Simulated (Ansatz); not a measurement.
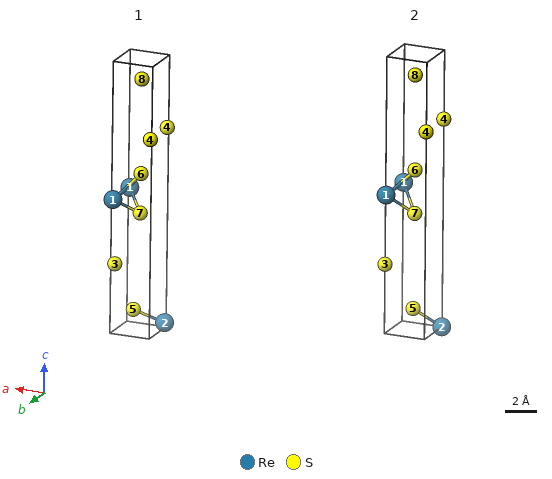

Two geometries of solid ReS3 (a generated structure, set up in P1) (coarse preliminary run), drawn at one scale. One is the start of a relaxation, the other its converged end. The picture is a ball-and-stick view of the cell of the calculation, seen from a free direction.

Level of theory: Ansatz, DFT PBE, scalar-relativistic, plane waves, PAW. Settings: plane-wave cutoff 420 eV; k-point mesh 8 × 8 × 2; occupations gaussian; smearing width 0.2 eV; no spin polarisation; cell and atoms relaxed; force threshold 0.025 eV/Å; at most 60 steps.

**Which one is relaxed?**

Structure 2 is the relaxed one. After 5 accepted moves (6 points after the start) the energy has fallen by 414 meV per atom. The largest force component goes from 7.6 to 0.011 eV/Å. Pressure: 19.88 GPa at the start and −0.06 GPa at the end. At 1 point the geometry stayed and the basis and grid were re-selected for the new cell (energy shift of 0.3 meV per atom at most each time). Re2 moves most relative to the cell: 0.35 Å along [−1 −2 −1]. Largest moves by element: Re 0.35 Å, S 0.34 Å. The drawn cell changes as follows: a 2.800 → 2.840 Å (+1.4 %), b 2.763 → 2.840 Å (+2.8 %), c 18.685 → 18.975 Å (+1.6 %), α 89.4° → 90.0°, β 90.8° → 90.1°, γ 90.8° → 90.0°; the volume changes by +5.9 %. Some distances before and after: Re2–S5 2.094 → 2.500 Å, Re2–S8 2.883 → 2.499 Å, Re2–S8 (another image) 2.854 → 2.500 Å, Re1–S7 2.227 → 2.499 Å. Bond angles that change, for instance: Re2–S5–Re2 121.9° → 106.9°, Re2–S5–Re2 121.0° → 106.9°, Re2–S8–Re2 93.0° → 106.9°. The space group stays P1 (No. 1). Cost: 6.2 min on 1 thread of Arm Neoverse V1, on a shared host, peak memory 0.56 GiB.
